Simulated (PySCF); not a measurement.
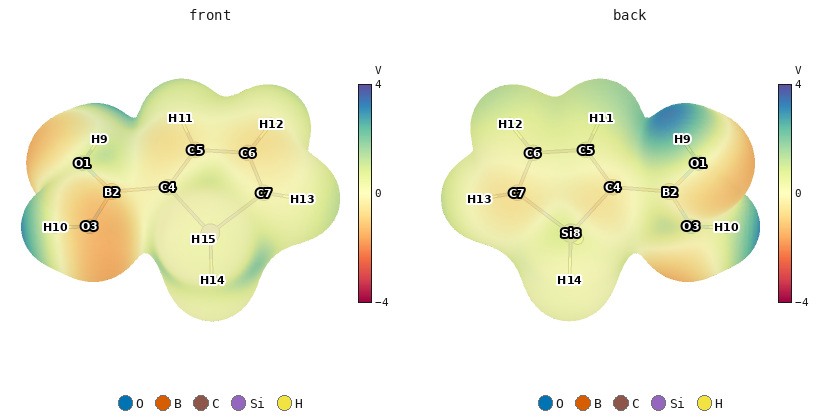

Figure 1: C₄H₇BO₂Si (SMILES OB(O)C1=CC=C[SiH2]1). The molecular electrostatic potential painted on the density surface at 0.004 e/bohr³, seen from the front and from behind; red is negative and blue positive.

Geometry: GFN2-xTB.

Theory: PBE0/pcSseg-1, SCF density, gas phase, non-relativistic in PySCF.

```xyz
15

O     2.6034    0.9344    0.8599
B     1.8587    0.0118    0.1792
O     2.5160   -1.0183   -0.4051
C     0.3082    0.0503    0.0398
C    -0.4930    1.0945    0.3293
C    -1.9205    0.9190    0.1188
C    -2.2991   -0.2761   -0.3521
Si   -0.7734   -1.3699   -0.5889
H     2.1097    1.6447    1.2646
H     3.4653   -0.9885   -0.2794
H    -0.1327    2.0496    0.6961
H    -2.5978    1.7325    0.3427
H    -3.3320   -0.5165   -0.5405
H    -0.7777   -2.5333    0.3013
H    -0.5394   -1.7263   -1.9879
```

Q: Which sites attract a positive test charge, and which a negative one?

A: A positive charge is drawn to the negative regions and a negative charge to the positive ones. The most negative region (about −1.6 V, or −37 kcal/mol for a unit charge) lies over O3, the most positive (about +3.2 V, or +74 kcal/mol for a unit charge) over H9. O3 is the likeliest acceptor of a hydrogen bond.
